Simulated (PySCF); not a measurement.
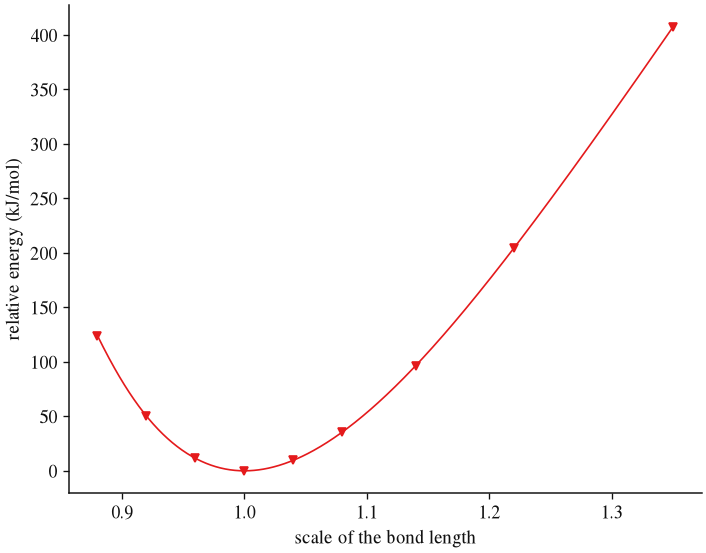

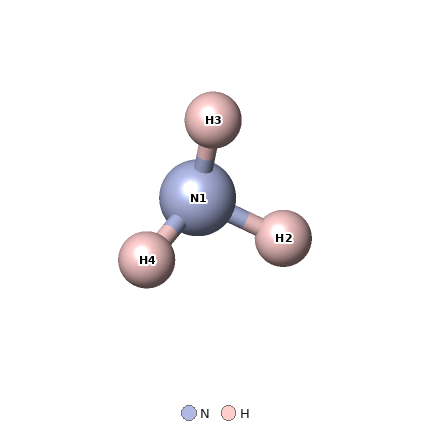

Rigid scan of NH₃, singlet, from a minimum of the shape that electron-pair counting expects: all bonds to atom 1 scaled (atom 1 is the central atom). PBE0/def2-TZVP in PySCF 2.14.0, restricted determinant, no spin-orbit coupling; energies counted from the minimum. Splines pass through the computed points, which are marked.

Question: What does it cost to go to either end of the scan?

Answer: 124.1 kJ/mol at 0.88 and 407.3 kJ/mol at 1.35.

Question: Give the values at the computed points.

Answer: In kJ/mol:
```tsv
scale of the bond length	PBE0
0.88	124.1
0.92	50.3
0.96	11.5
1.00	0.0
1.04	9.7
1.08	35.6
1.14	96.6
1.22	204.2
1.35	407.3
```
